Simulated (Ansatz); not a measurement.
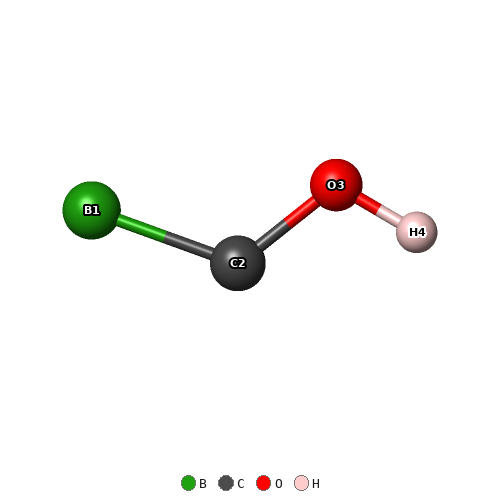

The system is CHBO, SMILES B#CO; the picture shows the reference structure. First axis: bond length B1–C2. Second axis: angle O3–C2–B1. Nothing is relaxed (all other coordinates rigid). The scan uses a 15 × 15 grid. All energies are given in kJ/mol relative to the lowest grid point. Computed with Ansatz, RHF/def2-TZVP.

Its coordinates:

```xyz
4

B    -1.4171    0.9181    0.6976
C    -0.4975   -0.0276   -0.1764
O     0.7548   -0.1435    0.0443
H     1.1599   -0.7470   -0.5655
```

Range: bond length B1–C2 from 1.361 to 2.215 Å; angle O3–C2–B1 from 76.9 to 166.9°.

> What landscape does the calculation give?

The lowest grid point is at bond length B1–C2 = 1.605 Å, angle O3–C2–B1 = 121.9°. No other kind of well shows on this grid. The highest grid point, bond length B1–C2 = 2.215 Å, angle O3–C2–B1 = 166.9°, lies 257 kJ/mol above the lowest.

```tsv
angle O3–C2–B1 ↓, bond length B1–C2 →	1.361	1.422	1.483	1.544	1.605	1.666	1.727	1.788	1.849	1.910	1.971	2.032	2.093	2.154	2.215
166.9	50	26	18	22	33	50	71	94	118	143	167	191	214	236	257
160.5	51	25	16	18	28	44	64	87	110	134	158	181	204	226	246
154.1	51	24	13	14	23	38	56	77	100	123	146	169	191	212	233
147.6	53	24	11	9	17	30	47	67	89	111	133	155	177	197	217
141.2	56	24	9	6	11	22	38	57	77	98	119	141	162	182	201
134.8	61	26	8	2	6	15	29	47	66	86	106	127	147	167	186
128.3	68	30	9	1	2	10	22	38	55	74	94	114	133	153	171
121.9	76	35	12	1	0	6	17	31	47	65	84	103	122	141	160
115.5	87	43	17	4	0	4	14	26	42	59	77	95	114	132	150
109.1	100	53	24	9	4	6	13	25	39	55	72	90	108	126	144
102.6	115	66	34	17	10	10	17	27	40	55	72	89	106	124	142
96.2	132	80	47	28	19	18	23	32	45	59	75	91	109	126	143
89.8	149	96	62	42	32	30	34	42	54	67	82	98	115	132	149
83.3	168	115	80	59	48	46	49	56	67	80	94	110	126	142	159
76.9	189	135	100	79	68	65	67	74	84	97	110	125	141	157	173
```

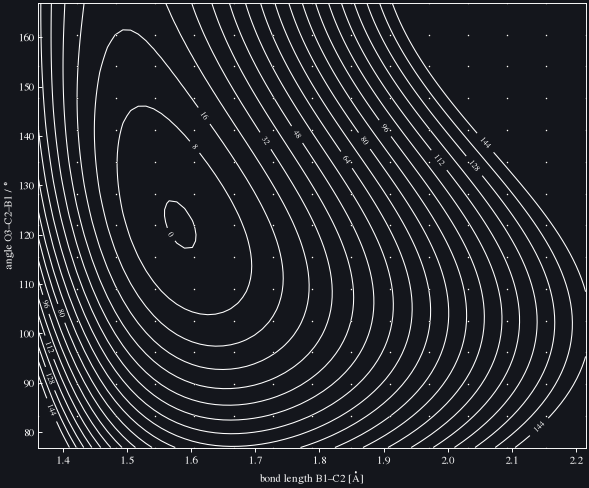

The picture shows contour lines labelled in kJ/mol (none above 144), dots at the grid points. Between grid points the surface is interpolated.

Time for the 225 points that were run: 4.1 min on 1 thread of Arm Neoverse V2, with other jobs on the host.
